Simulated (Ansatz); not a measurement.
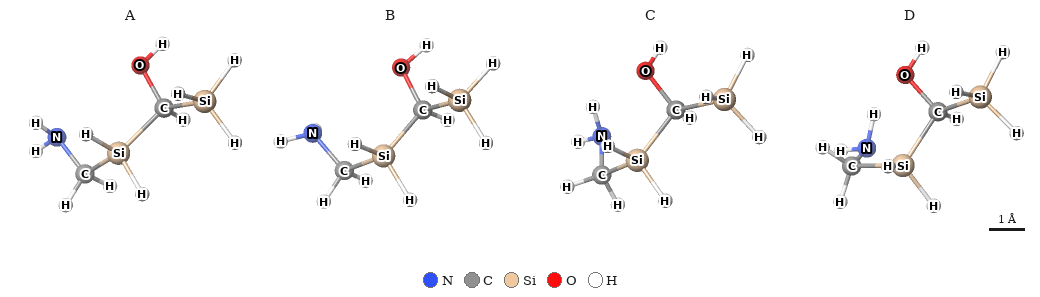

4 geometries from one relaxation of C₂H₁₁NOSi₂, in shuffled order. A ball-and-stick model, seen from a free direction.

The run prepares an end point of a later path (inversion) calculation, from a guessed geometry.

The calculation used RKS PBE0-D4/6-31G* in Ansatz 0.2.0. (no spin polarisation; force threshold 0.015 eV/Å; at most 40 steps)

**Put them in the order of the run, from the start to the converged end.**

B, A, C, D. They are steps 0, 11, 21, 35, at +18.2 kcal/mol, +3.84 kcal/mol, +1.77 kcal/mol relative to the last. Over 33 accepted moves (35 points after the start) the energy falls by 18.2 kcal/mol. Largest force component: 3.3 eV/Å at the start, 0.0065 eV/Å at the end. The line search rejected the trial steps at points 7, 28 of the run. An H atom moves most after the best rigid fit: 2.40 Å. By element the largest moves are H 2.40 Å, N 1.28 Å, O 0.68 Å, C 0.47 Å, Si 0.28 Å. Among the contacts that change: C–Si 1.835 → 1.903 Å, H–N 1.072 → 1.017 Å, C–Si 1.947 → 1.895 Å, H–Si 1.529 → 1.492 Å. Bond angles that change, for instance: Si–C–Si 101.7° → 113.2°, Si–C–O 116.6° → 106.5°, Si–C–H 115.1° → 105.6°. Groups turn about C–Si by about 100°, C–N by about 45°.
